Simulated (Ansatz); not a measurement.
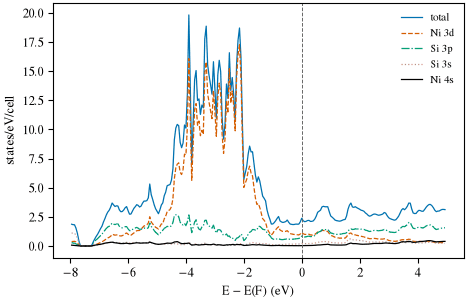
*Total and projected density of states of SiNi in space group Pnma (No. 62; Ni on 4c, Si on 4c), r²SCAN (plane waves, PAW; program Ansatz)*

Q: Which orbitals carry the states next to the Fermi level?

A: Within 0.5 eV of the Fermi level: Ni 3d 49 %, Si 3p 35 %, Si 3s 9 %. Projections are on Löwdin-orthogonalised atomic valence shells; empty p or d shells of many metals are not among them.

Q: Where is the tallest occupied peak in this window, and what makes it?

A: Near -3.9 eV, about 20 states/eV per cell; the largest projected share is Ni 3d.

The cell was relaxed with r²SCAN under the symmetry of its start. The workflow began spin-polarised and lost its moments.

Potentials: the later of the program's two PAW sets.
